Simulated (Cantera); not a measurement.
Charge: 1 mol C3H6, 0.013 mol O2, 0.41 mol H2, at 0.0430 bar.

Method: chemical equilibrium by Gibbs-energy minimisation in Cantera with the NASA 1993 tables (ideal gas, pure condensed phases). Candidate condensed phases: C, C6H6, C7H8, C8H18, H2O; 110 gas species. Rates play no part.

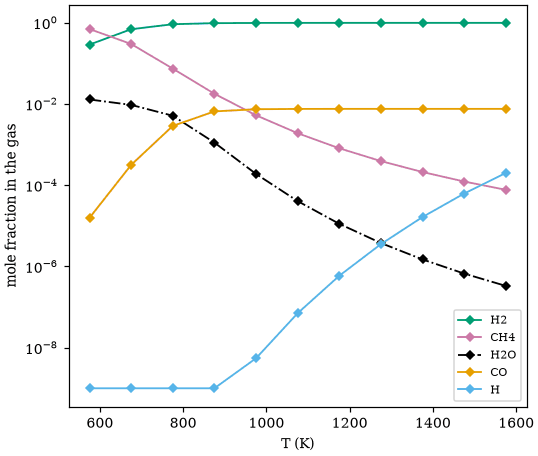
Equilibrium gas composition (values under 1e-9 drawn at 1e-9)

**Question.** Read off the mole fractions at 1175 K.

**Answer.** H2 about 0.99, CO about 0.0076, CH4 about 0.00081, H2O about 1.1e-5, H about 5.9e-7.
